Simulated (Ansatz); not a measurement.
```xyz
6

Ga   -0.9147   -0.5657   -0.1094
H     2.0101   -0.2613    0.9556
N    -0.6252    0.9872   -0.7282
H     1.7120    0.3037    0.5636
H    -0.8356   -1.9327    0.5731
H    -1.3466    1.4687   -1.2548
```

The product side of a reaction path; geometry: PBE0-D4/def2-TZVP.

The calculation used Ansatz, RKS PBE0-D4/def2-TZVPP.

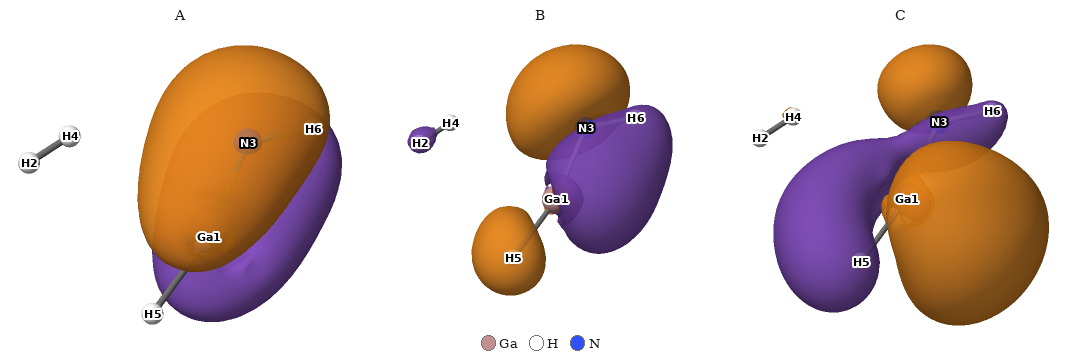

GaH₂N···H₂. Three frontier orbitals at ±0.08 Å⁻³ᐟ² (orange and purple are the two phases), in no order.

Q: Order the three orbitals by energy and name them.

A: B is the HOMO−1 (−7.28 eV). Its weight (Hirshfeld) is mainly on N3 (about 65 %) and Ga1 (about 25 %); it is symmetric in the molecular plane (an in-plane orbital: σ, lone-pair or in-plane π type). A is the HOMO (−6.56 eV). Its weight (Hirshfeld) is mainly on N3 (about 65 %) and Ga1 (about 25 %); it changes sign across the molecular plane (π type); π-bonding across Ga1–N3. C is the LUMO (−1.34 eV). It lies mainly on Ga1 (about 70 %), N3 (about 15 %) and H5 (about 10 %); it is symmetric in the molecular plane (an in-plane orbital: σ, lone-pair or in-plane π type).

Q: What is the HOMO–LUMO gap?

A: 5.22 eV between the orbital energies.
